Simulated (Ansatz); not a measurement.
**AlB3P4: a trial structure relaxed, part 1 of 2**

Aim: relax a trial structure of AlB3P4 and see where it ends.

Program: Ansatz 0.2.0. Level of theory: DFT PBE, scalar-relativistic, plane waves, PAW. These are calculated values, not measurements.

## Step 1: The system as given

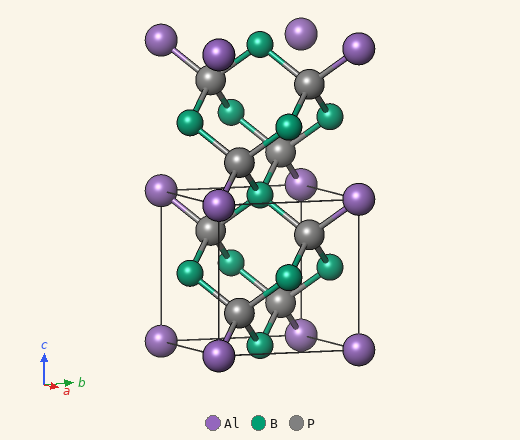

The starting structure, seen slightly off an axis (aluminium purple, boron teal, phosphorus grey). 1×1×2 cells are drawn. Atoms on the faces are drawn again on the opposite ones.

As a file:

```
CELL_PARAMETERS angstrom
4.91740 0.00000 0.00000
0.00000 4.91740 0.00000
0.00000 0.00000 4.91740
ATOMIC_POSITIONS crystal
Al 0.00000 0.00000 0.00000
B 0.00000 0.50000 0.50000
B 0.50000 0.00000 0.50000
B 0.50000 0.50000 0.00000
P 0.25000 0.25000 0.75000
P 0.25000 0.75000 0.25000
P 0.75000 0.25000 0.25000
P 0.75000 0.75000 0.75000
```

The start is an ordering of an alloy on its end members' structure types: elements ordered on the sites of the AlP type, B/Al on Al (P-43m, No. 215).

## Step 2: The guess as it stands, on a coarse mesh

The input, input.yaml:

```yaml
crystal:
  lattice:
    - [4.91740276, 0.0, 0.0]
    - [0.0, 4.91740276, 0.0]
    - [0.0, 0.0, 4.91740276]
  atoms:
    - { symbol: Al, position: [0.0, 0.0, 0.0] }
    - { symbol: B, position: [0.0, 0.5, 0.5] }
    - { symbol: B, position: [0.5, 0.0, 0.5] }
    - { symbol: B, position: [0.5, 0.5, 0.0] }
    - { symbol: P, position: [0.25, 0.25, 0.75] }
    - { symbol: P, position: [0.25, 0.75, 0.25] }
    - { symbol: P, position: [0.75, 0.25, 0.25] }
    - { symbol: P, position: [0.75, 0.75, 0.75] }
basis:
  ecutwfc: 420
kpoints:
  mp_grid: { grid: [4, 4, 4] }
hamiltonian:
  xc: pbe
scf:
  occupations: { method: gaussian, width: 0.1 }
  lower_state_search: "off"
output:
  forces: true
  stress: true
  eigenvalues: true
```

Launch:

```sh
> ansatz run input.yaml --threads 1 --pin off --max-ram 2560MiB --backend cpu --events-out ev --progress --plain --runs-dir out
```

Log, cut to the lines that bear on the results:

```text
Warning: RAYON_NUM_THREADS=1 ignored (pool sized by the plan → 1); use --threads N
[...]
Pseudopotentials: kind: paw
Pseudopotential: Al, paw, valence charge 3, recommended cutoff 420 eV (normal), Al.paw.azcp
Pseudopotential: B, paw, valence charge 3, recommended cutoff 420 eV (normal), B.paw.azcp
Pseudopotential: P, paw, valence charge 5, recommended cutoff 420 eV (normal), P.paw.azcp
Functional definition: PBE
[...]
Crystal: 8 atoms, lattice volume = 118.907 Å³
Basis set: ecut = 420 eV, 2325 PW (Γ), exchange–correlation on 72×72×72 points (8 copies of the dense FFT grid, shifted against one another)
Bands: 24, of which v1, the nominal top of the filled ones, is band 16 counted from 1 (15 counted from 0)
Symmetry: 24 space group operations
Space group: P-43m (ITA 215), of the structure as read, at distance tolerance 4.9e-5 Å
k-points: 10 of 64 (time reversal used)
[...]
SCF iter   1: F=—  HF=-4028.221472 eV  |F-HF|=—  |Δ(HF+E_count)|=         —  Δρ=1.98e-3  dr2=7.75e-3  ethr=1.77e-3  ⟨swp⟩=7.6  Hψ=1493  notcnv=0
[...]
SCF iter   8: F=-4028.220328 eV  HF=-4028.220328 eV  |F-HF|=1.03e-9  |Δ(HF+E_count)|=   9.09e-8  Δρ=8.10e-7  dr2=1.62e-9  ethr=3.13e-10  ⟨swp⟩=9.4  Hψ=1164  notcnv=0
[...]
SCF converged after 8 iterations
Free energy (F): -4028.220328 eV
[...]
E sigma→0 (E₀):  -4028.220328 eV
Fermi energy:    7.443094 eV
[...]
--- Forces (eV/Å), atoms counted from 1 ---
  atom   1  Al     0.00000000     0.00000000    -0.00000000
  atom   2  B      0.00000000    -0.00000000     0.00000000
  atom   3  B      0.00000000    -0.00000000    -0.00000000
  atom   4  B      0.00000000     0.00000000     0.00000000
  atom   5  P      2.62047770     2.62047770    -2.62047770
  atom   6  P      2.62047770    -2.62047770     2.62047770
  atom   7  P     -2.62047770     2.62047770     2.62047770
  atom   8  P     -2.62047770    -2.62047770    -2.62047770
[...]
--- Stress (GPa, compression-positive) ---
       -2.879497       0.000000      -0.000000
        0.000000      -2.879497      -0.000000
        0.000000       0.000000      -2.879497
  P = ⅓ Tr σ = -2.8795 GPa (-28.795 kbar)
--- Band table (eV; the first three rows and the last of 10) ---
  k-point 0: bands = ["-6.6689", "-3.0256", "-3.0256", "-3.0256", "-0.6172", "-0.6172", "0.1677", "3.5391", "3.5391", "3.5391", "3.7984", "3.7984", "3.7984", "6.8297", "6.8297", "6.8297", "8.0532", "8.0532", "8.6340", "8.6340", "8.6340", "9.3402", "10.1133"]
[...]
```

Wall time 2.9 s (1 thread of Intel Xeon at 2.70GHz, shared host); peak memory 0.33 GiB.

The probe gives pressure -2.9 GPa, largest force 4.54 eV/Å, gap on this mesh 1.22 eV. A guess like this is first relaxed loosely on the coarse mesh.

## Step 3: Rough relaxation on the coarse mesh

input.yaml: that of step 2 with these lines changed.

```diff
@@ -27 +27,6 @@
   eigenvalues: true
+relax:
+  adjacent_minimum: "off"
+  f_tol: 0.04
+  max_steps: 70
+  cell: { stress_tol: 0.4 }
```

Launch:

```sh
> ansatz run input.yaml --threads 1 --pin off --max-ram 2560MiB --backend cpu --events-out ev --progress --plain --runs-dir out
```

Log:

```text
Warning: RAYON_NUM_THREADS=1 ignored (pool sized by the plan → 1); use --threads N
Engine: ansatz 0.2.0, x86_64-unknown-linux-gnu
[... 5 set-up lines as earlier in the session ...]
  parameter kappa = 0.804
  parameter beta = 0.06672455060314922
  exchange = pbe_x(kappa = kappa, mu = beta*pi^2/3)
  correlation = pbe_c(beta = beta)
Crystal: 8 atoms, lattice volume = 118.907 Å³
Basis set: ecut = 420 eV, 2325 PW (Γ), exchange–correlation on 72×72×72 points (8 copies of the dense FFT grid, shifted against one another)
Bands: 24, of which v1, the nominal top of the filled ones, is band 16 counted from 1 (15 counted from 0)
[... 2 set-up lines as earlier in the session ...]
k-points: 10 of 64 (time reversal used)
Non-local potential: Al, projectors of the file, l = 0: 2, l = 1: 2, l = 2: 1
Non-local potential: B, projectors of the file, l = 0: 2, l = 1: 2, l = 2: 1
Non-local potential: P, projectors of the file, l = 0: 2, l = 1: 2, l = 2: 2
PAW form: soft (Blöchl's): semilocal exchange-correlation on the pseudo side does not see the compensation charge
PAW one-centre angular grid: Al, 110 points (default); XC on 64 Gauss nodes
PAW one-centre angular grid: B, 110 points (default); XC on 64 Gauss nodes
PAW one-centre angular grid: P, 110 points (default); XC on 64 Gauss nodes
Initial density: superposition of atomic densities (neutral atoms: chi_scale 0, normalization atom), corrected by the library's trained network
Initial wavefunctions: pseudopotential atomic-orbital guess
Functional: x = pbe(κ = 0.804, μ = 0.2195149727645171), c = pbe(β = 0.06672455060314922)
SCF iter   1: F=—  HF=-4028.221472 eV  |F-HF|=—  |Δ(HF+E_count)|=         —  Δρ=1.98e-3  dr2=7.75e-3  ethr=1.77e-3  ⟨swp⟩=7.6  Hψ=1493  notcnv=0
preconditioner: auto → Resta (q_TF=auto, 2.192 Å⁻¹)  ε∞=5.2  [insulator: Δε(μ)=1.211 eV  Ē_g=9.374 eV  σ=0.100 eV  W_gap=1.00  n_scr=18 (ndim 8)  ℏωp=19.3 eV  f_vac=0.000  D(μ)=0.00/eV (n_scr^D=0)  ε∞_Penn≈5.2]
SCF iter   2: F=—  HF=-4028.220767 eV  |F-HF|=—  |Δ(HF+E_count)|=   7.05e-4  Δρ=1.10e-3  dr2=2.71e-3  ethr=2.42e-5  ⟨swp⟩=2.3  Hψ=447  notcnv=0
SCF iter   3: F=—  HF=-4028.220353 eV  |F-HF|=—  |Δ(HF+E_count)|=   4.14e-4  Δρ=4.13e-4  dr2=4.04e-4  ethr=8.47e-6  ⟨swp⟩=2.3  Hψ=351  notcnv=0
SCF iter   4: F=—  HF=-4028.220265 eV  |F-HF|=—  |Δ(HF+E_count)|=   8.78e-5  Δρ=1.72e-4  dr2=5.13e-5  ethr=1.26e-6  ⟨swp⟩=2.4  Hψ=314  notcnv=0
SCF iter   5: F=—  HF=-4028.220335 eV  |F-HF|=—  |Δ(HF+E_count)|=   6.94e-5  Δρ=9.76e-5  dr2=2.34e-5  ethr=1.60e-7  ⟨swp⟩=2.3  Hψ=371  notcnv=0
SCF iter   6: F=—  HF=-4028.220329 eV  |F-HF|=—  |Δ(HF+E_count)|=   5.33e-6  Δρ=4.12e-5  dr2=3.76e-6  ethr=7.32e-8  ⟨swp⟩=2.7  Hψ=321  notcnv=0
SCF iter   7: F=—  HF=-4028.220329 eV  |F-HF|=—  |Δ(HF+E_count)|=   8.86e-7  Δρ=1.18e-5  dr2=3.33e-7  ethr=1.17e-8  ⟨swp⟩=2.5  Hψ=346  notcnv=0
SCF iter   8: F=-4028.220328 eV  HF=-4028.220328 eV  |F-HF|=1.05e-9  |Δ(HF+E_count)|=   9.11e-8  Δρ=8.07e-7  dr2=1.64e-9  ethr=3.13e-10  ⟨swp⟩=10.0  Hψ=1221  notcnv=0
SCF 1 converged in 8 iterations: F = -4028.220328 eV  dr2 = 1.64e-9
relax step   1: F+E_penalty+E_count = -4028.22032844 eV  Δ(F+E_penalty+E_count) = +0.000e0 eV  max|allowed force component| = 2.620e0 eV/Å  Δτ_max = 0.0000 Å  P = -2.879 GPa  Ω = 118.907 Å³  (8 SCF iters, dr2 threshold 1.00e-7 eV, accepted)
Crystal: 8 atoms, lattice volume = 113.052 Å³
Basis set: ecut = 420 eV, 2205 PW (Γ), exchange–correlation on 72×72×72 points (8 copies of the dense FFT grid, shifted against one another)
Initial density: handed on by an earlier stage of this run
Initial wavefunctions: those handed on with the density
iter 1 solved again at ethr=8.96e-4 eV; its pass at ethr=3.10e-3 eV (dr2=2.87e-1 eV) is discarded
SCF iter   1: F=—  HF=-4029.746606 eV  |F-HF|=—  |Δ(HF+E_count)|=         —  Δρ=1.67e-2  dr2=2.89e-1  ethr=8.96e-4  ⟨swp⟩=1.2  Hψ=1720  notcnv=0
preconditioner: auto → Resta (q_TF=auto, 2.211 Å⁻¹)  ε∞=5.1  [insulator: Δε(μ)=0.759 eV  Ē_g=9.712 eV  σ=0.100 eV  W_gap=1.00  n_scr=18 (ndim 8)  ℏωp=19.8 eV  f_vac=0.000  D(μ)=0.00/eV (n_scr^D=0)  ε∞_Penn≈5.1]
SCF iter   2: F=—  HF=-4029.682358 eV  |F-HF|=—  |Δ(HF+E_count)|=   6.42e-2  Δρ=8.08e-3  dr2=5.68e-2  ethr=8.96e-4  ⟨swp⟩=3.2  Hψ=440  notcnv=0
SCF iter   3: F=—  HF=-4029.673541 eV  |F-HF|=—  |Δ(HF+E_count)|=   8.82e-3  Δρ=1.56e-3  dr2=2.27e-3  ethr=1.78e-4  ⟨swp⟩=2.6  Hψ=381  notcnv=0
SCF iter   4: F=—  HF=-4029.673882 eV  |F-HF|=—  |Δ(HF+E_count)|=   3.40e-4  Δρ=3.53e-4  dr2=1.46e-4  ethr=7.10e-6  ⟨swp⟩=2.9  Hψ=402  notcnv=0
SCF iter   5: F=—  HF=-4029.673994 eV  |F-HF|=—  |Δ(HF+E_count)|=   1.12e-4  Δρ=7.01e-5  dr2=6.25e-6  ethr=4.55e-7  ⟨swp⟩=2.7  Hψ=408  notcnv=0
SCF iter   6: F=-4029.674000 eV  HF=-4029.674000 eV  |F-HF|=1.75e-7  |Δ(HF+E_count)|=   6.22e-6  Δρ=1.02e-5  dr2=1.31e-7  ethr=2.50e-9  ⟨swp⟩=10.4  Hψ=1425  notcnv=0
SCF 2 converged in 6 iterations: F = -4029.674000 eV  dr2 = 1.31e-7
relax step   2: F+E_penalty+E_count = -4029.67400039 eV  Δ(F+E_penalty+E_count) = -1.454e0 eV  max|allowed force component| = 3.840e-1 eV/Å  Δτ_max = 0.1792 Å  P = -1.846 GPa  Ω = 113.052 Å³  energy of the carried Pulay correction = +2.725e-3 eV  (6 SCF iters, dr2 threshold 8.00e-7 eV, accepted)
Crystal: 8 atoms, lattice volume = 112.634 Å³
iter 1 solved again at ethr=5.01e-6 eV; its pass at ethr=3.10e-3 eV (dr2=1.60e-3 eV) is discarded
SCF iter   1: F=—  HF=-4029.708230 eV  |F-HF|=—  |Δ(HF+E_count)|=         —  Δρ=1.55e-3  dr2=1.93e-3  ethr=5.01e-6  ⟨swp⟩=3.5  Hψ=1585  notcnv=0
preconditioner: auto → Resta (q_TF=auto, 2.212 Å⁻¹)  ε∞=5.1  [insulator: Δε(μ)=0.939 eV  Ē_g=9.717 eV  σ=0.100 eV  W_gap=1.00  n_scr=18 (ndim 8)  ℏωp=19.8 eV  f_vac=0.000  D(μ)=0.00/eV (n_scr^D=0)  ε∞_Penn≈5.1]
SCF iter   2: F=—  HF=-4029.707905 eV  |F-HF|=—  |Δ(HF+E_count)|=   3.25e-4  Δρ=8.38e-4  dr2=5.08e-4  ethr=5.01e-6  ⟨swp⟩=1.8  Hψ=284  notcnv=0
SCF iter   3: F=—  HF=-4029.707884 eV  |F-HF|=—  |Δ(HF+E_count)|=   2.12e-5  Δρ=1.10e-4  dr2=1.60e-5  ethr=1.59e-6  ⟨swp⟩=2.2  Hψ=322  notcnv=0
SCF iter   4: F=—  HF=-4029.707888 eV  |F-HF|=—  |Δ(HF+E_count)|=   3.80e-6  Δρ=3.20e-5  dr2=1.52e-6  ethr=5.00e-8  ⟨swp⟩=2.3  Hψ=371  notcnv=0
SCF iter   5: F=-4029.707888 eV  HF=-4029.707888 eV  |F-HF|=9.46e-8  |Δ(HF+E_count)|=   2.79e-7  Δρ=9.54e-6  dr2=9.66e-8  ethr=2.50e-9  ⟨swp⟩=8.1  Hψ=1251  notcnv=0
SCF 3 converged in 5 iterations: F = -4029.707888 eV  dr2 = 9.66e-8
relax step   3: F+E_penalty+E_count = -4029.70788808 eV  Δ(F+E_penalty+E_count) = -3.389e-2 eV  max|allowed force component| = 6.193e-2 eV/Å  Δτ_max = 0.0195 Å  P = -1.119 GPa  Ω = 112.634 Å³  energy of the carried Pulay correction = +2.924e-3 eV  (5 SCF iters, dr2 threshold 8.00e-7 eV, accepted)
Crystal: 8 atoms, lattice volume = 111.909 Å³
Basis set: ecut = 420 eV, 2109 PW (Γ), exchange–correlation on 72×72×72 points (8 copies of the dense FFT grid, shifted against one another)
iter 1 solved again at ethr=2.69e-6 eV; its pass at ethr=3.10e-3 eV (dr2=8.61e-4 eV) is discarded
SCF iter   1: F=—  HF=-4029.712238 eV  |F-HF|=—  |Δ(HF+E_count)|=         —  Δρ=8.10e-4  dr2=9.42e-4  ethr=2.69e-6  ⟨swp⟩=3.4  Hψ=1396  notcnv=0
preconditioner: auto → Resta (q_TF=auto, 2.214 Å⁻¹)  ε∞=5.1  [insulator: Δε(μ)=0.976 eV  Ē_g=9.749 eV  σ=0.100 eV  W_gap=1.00  n_scr=18 (ndim 8)  ℏωp=19.9 eV  f_vac=0.000  D(μ)=0.00/eV (n_scr^D=0)  ε∞_Penn≈5.1]
SCF iter   2: F=—  HF=-4029.711990 eV  |F-HF|=—  |Δ(HF+E_count)|=   2.48e-4  Δρ=3.64e-4  dr2=1.85e-4  ethr=2.69e-6  ⟨swp⟩=2.2  Hψ=372  notcnv=0
SCF iter   3: F=—  HF=-4029.711952 eV  |F-HF|=—  |Δ(HF+E_count)|=   3.80e-5  Δρ=9.04e-5  dr2=1.30e-5  ethr=5.77e-7  ⟨swp⟩=2.1  Hψ=395  notcnv=0
SCF iter   4: F=-4029.711955 eV  HF=-4029.711955 eV  |F-HF|=5.32e-7  |Δ(HF+E_count)|=   2.80e-6  Δρ=2.00e-5  dr2=4.77e-7  ethr=2.50e-9  ⟨swp⟩=6.2  Hψ=1389  notcnv=0
SCF 4 converged in 4 iterations: F = -4029.711955 eV  dr2 = 4.77e-7
relax step   4: F+E_penalty+E_count = -4029.71195519 eV  Δ(F+E_penalty+E_count) = -4.067e-3 eV  max|allowed force component| = 8.075e-3 eV/Å  Δτ_max = 0.0036 Å  P = -0.228 GPa  Ω = 111.909 Å³  energy of the carried Pulay correction = +3.273e-3 eV  (4 SCF iters, dr2 threshold 8.00e-7 eV, accepted)
Initial wavefunctions: pseudopotential atomic-orbital guess (no wavefunctions were taken with the density)
iter 1 solved again at ethr=2.53e-7 eV; its pass at ethr=3.10e-3 eV (dr2=8.10e-5 eV) is discarded
SCF iter   1: F=—  HF=-4029.709321 eV  |F-HF|=—  |Δ(HF+E_count)|=         —  Δρ=7.87e-5  dr2=1.17e-6  ethr=2.53e-7  ⟨swp⟩=3.7  Hψ=2162  notcnv=0
preconditioner: auto → Resta (q_TF=auto, 2.214 Å⁻¹)  ε∞=5.1  [insulator: Δε(μ)=0.970 eV  Ē_g=9.749 eV  σ=0.100 eV  W_gap=1.00  n_scr=18 (ndim 8)  ℏωp=19.9 eV  f_vac=0.000  D(μ)=0.00/eV (n_scr^D=0)  ε∞_Penn≈5.1]
SCF iter   2: F=—  HF=-4029.709335 eV  |F-HF|=—  |Δ(HF+E_count)|=   1.35e-5  Δρ=4.24e-5  dr2=3.83e-7  ethr=3.66e-9  ⟨swp⟩=2.2  Hψ=378  notcnv=0
SCF iter   3: F=—  HF=-4029.709337 eV  |F-HF|=—  |Δ(HF+E_count)|=   2.16e-6  Δρ=5.16e-6  dr2=2.76e-8  ethr=1.20e-9  ⟨swp⟩=2.0  Hψ=396  notcnv=0
SCF iter   4: F=-4029.709337 eV  HF=-4029.709337 eV  |F-HF|=4.23e-9  |Δ(HF+E_count)|=   3.64e-8  Δρ=1.74e-6  dr2=2.15e-9  ethr=1.60e-11  ⟨swp⟩=7.9  Hψ=1170  notcnv=0
SCF 5 converged in 4 iterations: F = -4029.709337 eV  dr2 = 2.15e-9
relax step   5: F+E_penalty+E_count = -4029.70933700 eV  Δ(F+E_penalty+E_count) = +2.618e-3 eV  max|allowed force component| = 8.025e-3 eV/Å  Δτ_max = 0.0000 Å  P = -0.258 GPa  Ω = 111.909 Å³  stress off target by 2.58e-1 GPa  SCF on the basis re-selected at this cell (its energy is not comparable with the rows above)  (4 SCF iters)
basis re-selected at this cell: Δ(F+E_penalty+E_count) = +2.618e-3 eV, ΔP = -0.030 GPa vs the last step (what re-selecting the basis moved, of the pressure what is left beyond the Pulay correction that the steps carried, after the strain that the cell walked since its last selection, with what the two solves' SCF thresholds leave and, on support functions, any second-order correction that the steps lacked; it is no measure of the basis error at this ecutwfc). This SCF's stress stands 2.58e-1 GPa from its target on what of the cell is left free (relax.cell.stress_tol is 4.00e-1 GPa) and its largest allowed force component is 8.03e-3 eV/Å (relax.f_tol is 4.00e-2 eV/Å): within both
SCF converged after 4 iterations
Free energy (F): -4029.709337 eV
Harris-Foulkes:  -4029.709337 eV  (|F-HF|=4.23e-9)
Internal energy: -4029.709337 eV  (E = F + TS)
E sigma→0 (E₀):  -4029.709337 eV
Fermi energy:    8.456933 eV
--- Per-component energies (eV) ---
  E_band       = 59.435706
  E_kinetic    = 450.240880
  E_local      = -313.134443  (includes V_loc(G=0)·N_el)
  E_nonlocal   = 180.458212
  E_hartree    = 85.902249
  E_xc         = -383.225082
  E_vxc        = -387.837932  (∫ρ·V_xc dr)
  E_paw        = -2980.941498  (= ΣΔE_a)
  E_vpaw       = -42.094963  (= ΣTr[D̂ρ^β])
  E_aug_tail   = 0.000001  (compensation charges beyond the density's cutoff)
  E_ewald      = -1069.009655
  E_smearing   = -0.000000  (= −TS)
  E_closure    = 0.000000  (closes the sum)
  Σ components = -4029.709337   (vs F -4029.709337, Δ=0.00e0)
--- Forces (eV/Å), atoms counted from 1 ---
  atom   1  Al     0.00000000    -0.00000000     0.00000000
  atom   2  B      0.00000000    -0.00000000     0.00000000
  atom   3  B      0.00000000     0.00000000    -0.00000000
  atom   4  B      0.00000000    -0.00000000     0.00000000
  atom   5  P      0.00802515     0.00802515    -0.00802515
  atom   6  P      0.00802515    -0.00802515     0.00802515
  atom   7  P     -0.00802515     0.00802515     0.00802515
  atom   8  P     -0.00802515    -0.00802515    -0.00802515
  max |Σ_I F_I| component: 9.02e-17 eV/Å
--- Stress (GPa, compression-positive) ---
       -0.257980      -0.000000      -0.000000
       -0.000000      -0.257980      -0.000000
        0.000000      -0.000000      -0.257980
  P = ⅓ Tr σ = -0.2580 GPa (-2.580 kbar)
--- Band table (eV; the first three rows and the last of 10) ---
  k-point 0: bands = ["-6.5012", "-2.4460", "-2.4460", "-2.4460", "-0.4561", "-0.4561", "1.1676", "4.0178", "4.0178", "4.0178", "4.2027", "4.2027", "4.2027", "7.9664", "7.9664", "7.9664", "8.9364", "9.0976", "9.0976", "9.0976", "9.3326", "9.3326", "11.3123", "11.3123"]
  k-point 1: bands = ["-6.1902", "-3.6659", "-2.3660", "-2.3660", "-0.3176", "0.5020", "2.0636", "3.4039", "3.4244", "3.4244", "3.4272", "4.4579", "4.4579", "6.7260", "7.0920", "7.0920", "8.9974", "9.7868", "10.3419", "10.5382", "10.5382", "10.6443", "11.2364", "12.5585"]
  k-point 2: bands = ["-5.5233", "-4.8538", "-2.2799", "-2.2799", "-0.1522", "1.1480", "2.5008", "2.9090", "2.9521", "2.9521", "4.1249", "4.6370", "4.8500", "4.8500", "6.2758", "6.2758", "9.4075", "9.6977", "11.3905", "12.4246", "12.9187", "13.3561", "13.3561", "13.6989"]
  k-point 9: bands = ["-3.8245", "-3.8245", "-3.8245", "-3.6650", "-0.2644", "-0.2644", "-0.2644", "0.4612", "5.2631", "5.2631", "6.0222", "6.0222", "6.0222", "7.0828", "7.0828", "7.0828", "10.1816", "10.1816", "10.1816", "11.9289", "11.9289", "11.9289", "12.1180", "12.3709"]
--- Relaxed structure (4 steps of the walk, 4 accepted, 1 SCFs on fresh bases) ---
  F+E_penalty+E_count = -4029.70933700 eV   max|allowed force component| = 8.025e-3 eV/Å   (the final SCF, on the basis selected at the relaxed cell)
  cell:  # Å, volume = 111.9089 Å³
    - [4.818977586495523, -4.368450472815839e-34, 2.4395112628904983e-33]
    - [-5.652403769073996e-34, 4.818977586495523, 8.987673073807101e-34]
    - [2.4395112628904983e-33, 8.987673073807101e-34, 4.818977586495523]
  atoms:
    - { symbol: Al, position: [3.9686883619715986e-19, -2.6457922413144097e-19, 1.1024134338810037e-19] }
    - { symbol: B, position: [3.9686883619716097e-19, 0.5, 0.5] }
    - { symbol: B, position: [0.5, -2.645792241314408e-19, 0.5] }
    - { symbol: B, position: [0.5, 0.5, 1.1024134338810028e-19] }
    - { symbol: P, position: [0.268332011746245, 0.268332011746245, 0.7316679882537549] }
    - { symbol: P, position: [0.268332011746245, 0.7316679882537549, 0.268332011746245] }
    - { symbol: P, position: [0.7316679882537549, 0.26833201174624494, 0.26833201174624494] }
    - { symbol: P, position: [0.7316679882537549, 0.7316679882537549, 0.7316679882537549] }
```

Wall time 17 s (1 thread of Intel Xeon at 2.70GHz, shared host); peak memory 0.36 GiB.

The steps of the relaxation:

```
step  energy from step 1 (eV/cell)  largest force component (eV/Å)  pressure (GPa)  volume (Å³)
   1                        0.0000                          2.6205           -2.88       118.91
   2                       -1.4537                          0.3840           -1.85       113.05
   3                       -1.4876                          0.0619           -1.12       112.63
   4                       -1.4916                          0.0081           -0.23       111.91
   5                       -1.4890                          0.0080           -0.26       111.91
```

Step 1 is the start. Step 5 repeats the geometry before it on a plane-wave basis chosen anew for that cell, so its energy need not be comparable with the rows above.

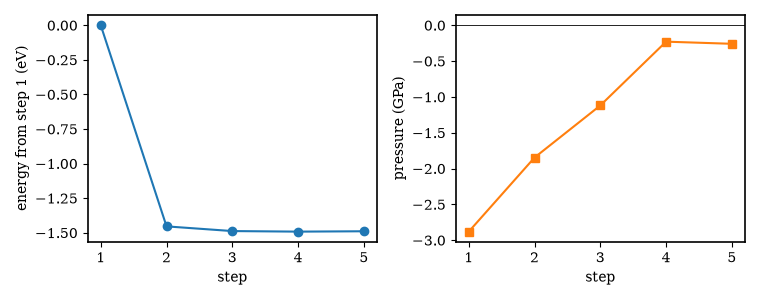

Energy and pressure along the relaxation.

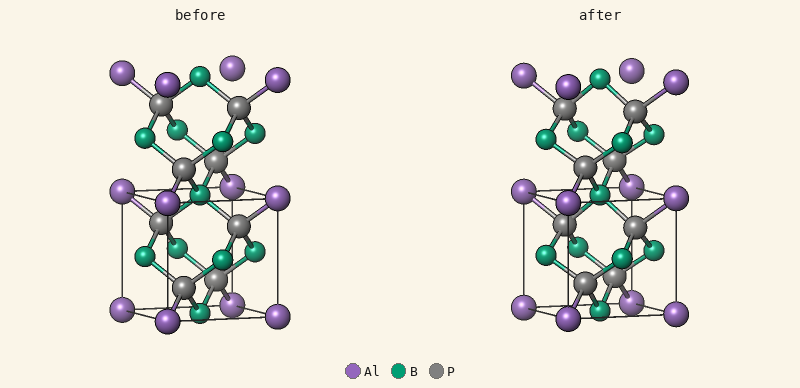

Before and after, at one scale.

|  | before | after | change |
| --- | --- | --- | --- |
| a (Å) | 4.917 | 4.819 | -2.0 % |
| b (Å) | 4.917 | 4.819 | -2.0 % |
| c (Å) | 4.917 | 4.819 | -2.0 % |
| volume (Å³/atom) | 14.86 | 13.99 | -5.9 % |
| shortest distance (Å) | 2.129 | 2.041 | -4.2 % |
| space group (0.01 Å) | P-43m | P-43m | same |

Forces and stress were held to the start's 24 operations: a distortion of lower symmetry was not tested.

(Continued in part 2 of 2.)
